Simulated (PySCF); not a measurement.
## Electronic structure of C$_{8}$H$_{7}$O$_{2}$ (SMILES C/C=C/C=C/C#CC(=O)[O-]) (charge −1) in real space

```yaml
atoms:
  - { symbol: C, position_ang: [-3.8157, -0.0796, -0.1501] }
  - { symbol: C, position_ang: [-2.4473, 0.3235, 0.2941] }
  - { symbol: C, position_ang: [-1.3211, -0.3095, -0.0510] }
  - { symbol: C, position_ang: [-0.0073, 0.0747, 0.3699] }
  - { symbol: C, position_ang: [1.1134, -0.5789, -0.0039] }
  - { symbol: C, position_ang: [2.4049, -0.2380, 0.4051] }
  - { symbol: C, position_ang: [3.5238, -0.0158, 0.8251] }
  - { symbol: C, position_ang: [4.9364, 0.4916, 1.0290] }
  - { symbol: O, position_ang: [5.5715, 0.1046, 2.0067] }
  - { symbol: O, position_ang: [5.2292, 1.2658, 0.1038] }
  - { symbol: H, position_ang: [-4.2829, 0.7169, -0.7334] }
  - { symbol: H, position_ang: [-4.4600, -0.2740, 0.7099] }
  - { symbol: H, position_ang: [-3.7759, -0.9776, -0.7639] }
  - { symbol: H, position_ang: [-2.3985, 1.1951, 0.9346] }
  - { symbol: H, position_ang: [-1.3843, -1.1804, -0.6964] }
  - { symbol: H, position_ang: [0.0732, 0.9365, 1.0201] }
  - { symbol: H, position_ang: [1.0336, -1.4429, -0.6599] }
```

Geometry: GFN2-xTB.

Theory: PBE0/pcSseg-1, SCF density, gas phase, non-relativistic (PySCF 2.14.0).

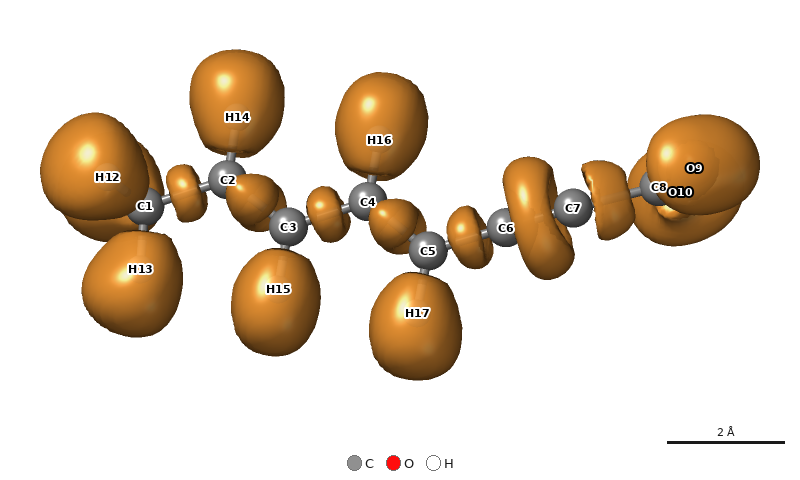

Figure 1. Isosurface of the electron localisation function at 0.75 (orange), seen at a tilt. Core shells and regions of very low density are left out.

> Identify the bonds, lone pairs and shells in this picture.

The surface consists of seven regions between bonded C–C atoms (shared pairs), seven regions around hydrogen nuclei and two regions on O in which the atom's valence shell and bonds are merged. Profiles from the grid: C–C (1.22 Å): the ELF peaks at about 0.85 between the atoms; a multiple bond. C–O (1.23 Å): the ELF peaks at about 0.85 between the atoms; a polar covalent bond.

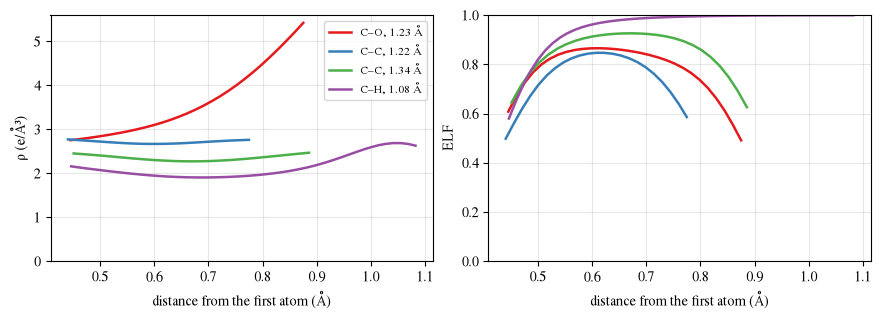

Figure 2. Total electron density and electron localisation function along straight lines between neighbouring atoms. The curves leave out the atomic cores.

> What kind of bonding do the profiles show?

C–O (1.23 Å): the density is about 3.1 e/Å³ at the midpoint; the ELF peaks at about 0.85 between the atoms; a short, strongly polar bond.
C–C (1.22 Å): the density is about 2.7 e/Å³ at the midpoint; the ELF peaks at about 0.85 between the atoms (a multiple bond).
C–C (1.34 Å): the density is about 2.3 e/Å³ at the midpoint; the ELF peaks at about 0.95 between the atoms; a short, multiple covalent bond.
C–H (1.08 Å): ρ at the midpoint is about 2 e/Å³; the ELF climbs to about 1 towards the hydrogen, as it does in any bond to H: an ordinary covalent bond to hydrogen.
